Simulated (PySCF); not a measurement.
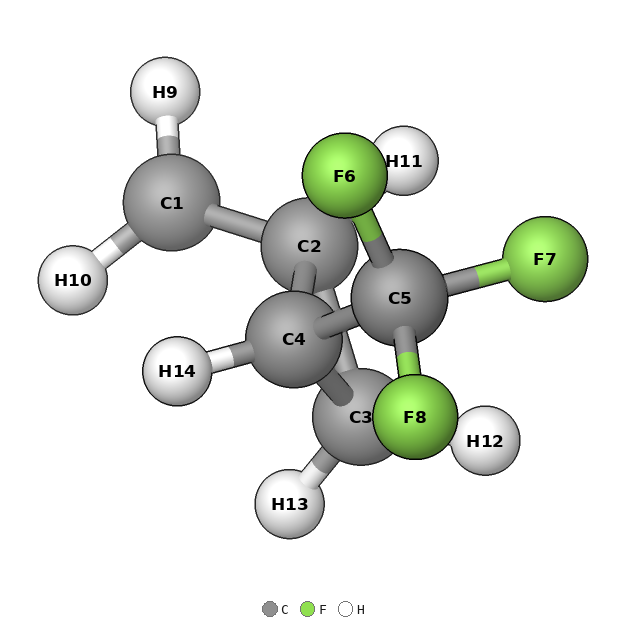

State: neutral, doublet. The geometry was computed by an optimisation with GFN2-xTB. No frequency run is at hand to confirm it as a minimum. Computed with UKS B3LYP, pcH-1 on C F H, non-relativistic (PySCF 2.14.0). Fermi-contact and spin-dipolar terms alone, no spin-orbit part.

Question. Which nucleus has the largest dipolar (anisotropic) hyperfine coupling?

Answer. 13C at C1: principal values −77.0, −76.1, 153.1 MHz.

List the isotropic and dipolar parts for the most strongly coupled nuclei, one of each equivalent set.

```json
{"atom": "C1", "isotope": "13C", "a_iso (MHz)": "80.0", "dipolar part (MHz)": "−77.0, −76.1, 153.1"}
{"atom": "H9", "isotope": "1H", "a_iso (MHz)": "−62.1", "dipolar part (MHz)": "−37.5, 0.2, 37.3"}
{"atom": "H10", "isotope": "1H", "a_iso (MHz)": "−59.3", "dipolar part (MHz)": "−36.5, −0.4, 36.9"}
{"atom": "F8", "isotope": "19F", "a_iso (MHz)": "32.3", "dipolar part (MHz)": "−14.1, −13.5, 27.6"}
{"atom": "C4", "isotope": "13C", "a_iso (MHz)": "59.7", "dipolar part (MHz)": "−10.1, −9.9, 20.0"}
{"atom": "C3", "isotope": "13C", "a_iso (MHz)": "51.2", "dipolar part (MHz)": "−9.3, −9.2, 18.6"}
{"atom": "H14", "isotope": "1H", "a_iso (MHz)": "−6.7", "dipolar part (MHz)": "−6.3, −1.0, 7.3"}
{"atom": "H11", "isotope": "1H", "a_iso (MHz)": "2.8", "dipolar part (MHz)": "−4.2, −2.9, 7.1"}
```
